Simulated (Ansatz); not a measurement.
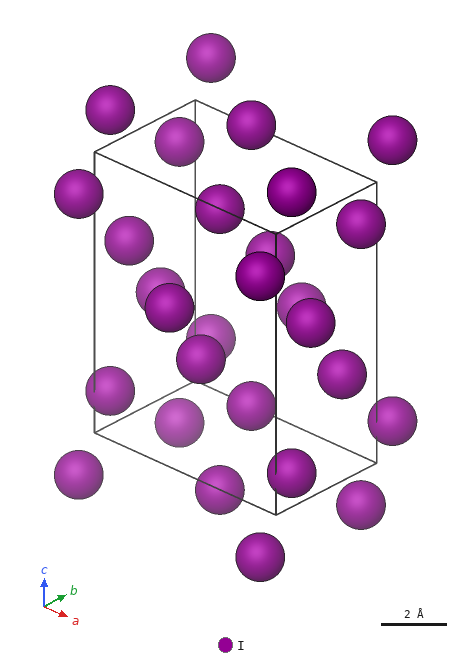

This spheres-only model is shown from a general direction. The conventional unit cell is drawn as a box. Finite groups of bonded atoms are drawn whole.

Edges and angles: a = 7.670 Å, b = 4.546 Å, c = 9.899 Å, α = 90.00°, β = 90.00°, γ = 90.00°.

### How many atoms count towards one cell?

8 (iodine), counting shared atoms by their share.

### Which of the Bravais lattices applies?

Base-centred orthorhombic.

### Which of the 230 space groups is it?

Cmce (No. 64), with I on 8f.

The structure comes from a structure type known for this element. It was relaxed at fixed volume with DFT r2SCAN, scalar-relativistic, plane waves, PAW (Ansatz).
